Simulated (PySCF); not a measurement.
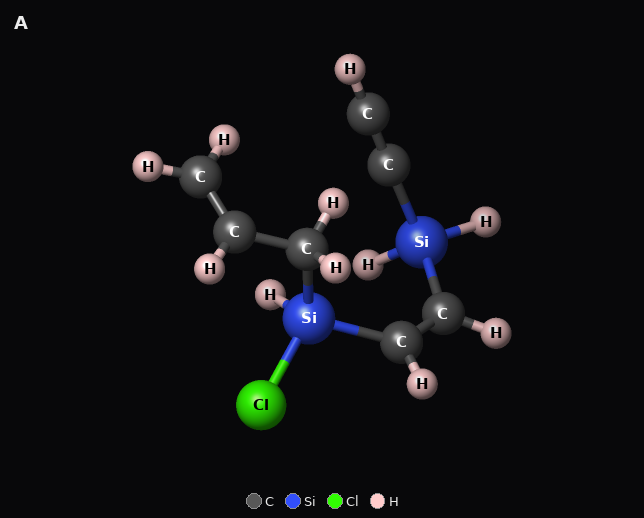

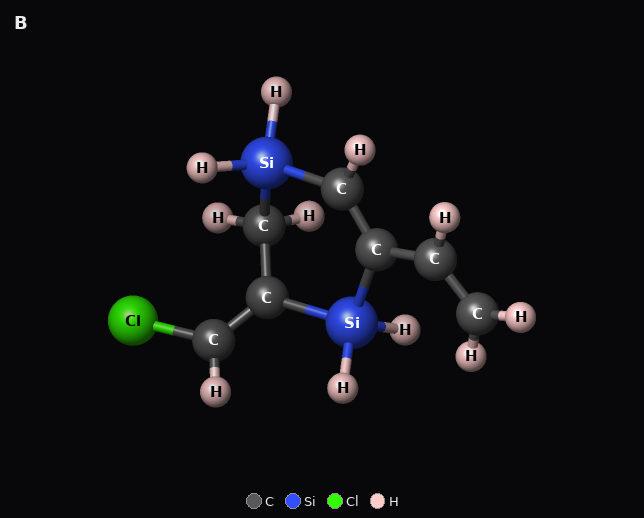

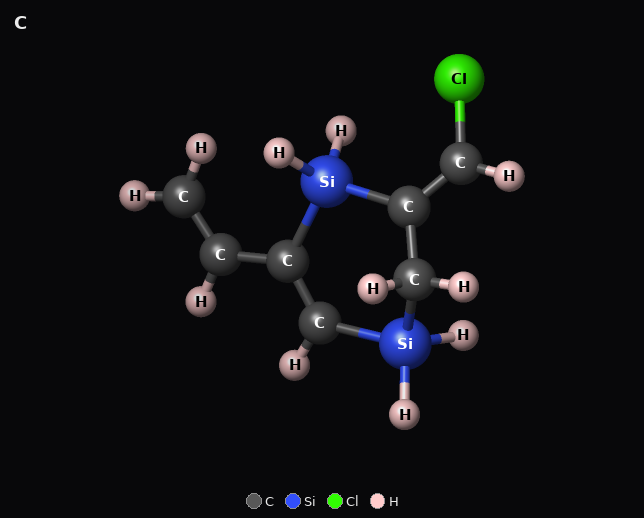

3 stationary structures of one formula. Geometries: GFN2-xTB. Electronic energies: PBE0/pcSseg-1 (PySCF 2.14.0), without zero-point energy. No frequency run is at hand to confirm each as a minimum. Each is one conformer, not always the lowest.

**Which is lowest in energy, and by how much?**

B is lowest; C lies 0.139 eV above it, A lies 0.243 eV above it. A is `C#C[SiH2]/C=C\[Si@@H](Cl)CC=C`, B is `C=CC1=C[SiH2]C/C(=C\Cl)[SiH2]1`, C is `C=CC1=C[SiH2]C/C(=C/Cl)[SiH2]1`.

The geometry is semi-empirical. Around Si such bond lengths and angles can be off by a tenth of an ångström or more and by several degrees, and values that hang on the shape move with them.
